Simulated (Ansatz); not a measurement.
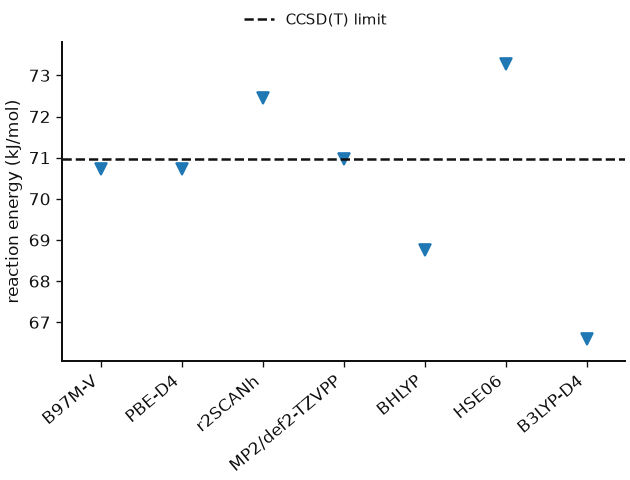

Electronic reaction energy of AlHOBrF ([OH][Al]([F])[Br]) + NH₃ (N) → AlNH₃OF ([NH2][Al]([OH])[F]) + HBr (Br) (SMILES in brackets) at several levels (functionals in def2-TZVPP unless a basis is named), isolated molecules at PBE0-D4 triple-zeta geometries, minima by their frequencies, no zero-point or thermal terms, the Ansatz code 0.2.0. The line is frozen-core CCSD(T) at the basis limit (MP2 extrapolated from triple and quadruple zeta, plus CCSD(T) less MP2 in a smaller set). No dispersion term is added to r2SCANh, BHLYP and HSE06. The distance of MP2/def2-TZVPP to the limit includes basis error.

Question: Which level comes closest to the line (CCSD(T) limit), and which misses most?

Answer: Closest MP2/def2-TZVPP (71.0 kJ/mol), against 71.0 kJ/mol; farthest B3LYP-D4 (66.6 kJ/mol).

Question: What range do the values span, the line included?

Answer: From 66.6 kJ/mol (B3LYP-D4) to 73.3 kJ/mol (HSE06).

Known limits of this run: no scalar relativity up to krypton; outer-core shells are correlated without core-valence functions, which makes the correlated values less sure.
